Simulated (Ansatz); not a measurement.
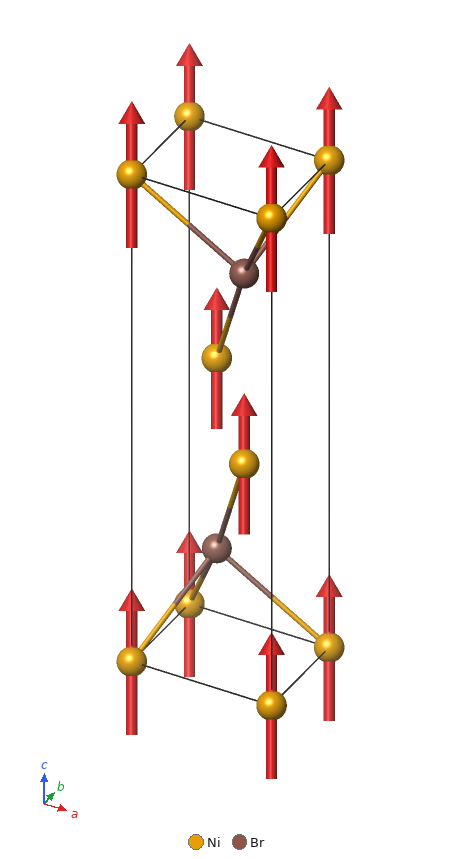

View slightly off an axis, drawn as a ball-and-stick model. One simulation cell is framed, with atoms on its boundary repeated. Arrows are the site magnetic moments above 0.25 μB (those induced on non-metal atoms are left out); longer means larger, and red and blue are up and down (without spin-orbit coupling the axis itself is arbitrary).

This is the state reached for Ni₃Br₂. Run with DFT PBE, scalar-relativistic, plane waves, PAW (Ansatz) and these settings: a cutoff energy of 420 eV, a 12×12×6 k-point grid, Gaussian smearing of 0.1 eV, collinear spins.

Q: What do the arrows say about the order?

A: Ferromagnetic (within this cell). Site moments: 3 Ni +0.8 to +0.9 μB. The net spin moment of the whole cell is 2.8 μB.

It goes back to a textbook structure type filled with these elements (whether it is the usual form wasn't checked). Relaxation method: DFT PBE, scalar-relativistic, plane waves, PAW in Ansatz 0.2.0.
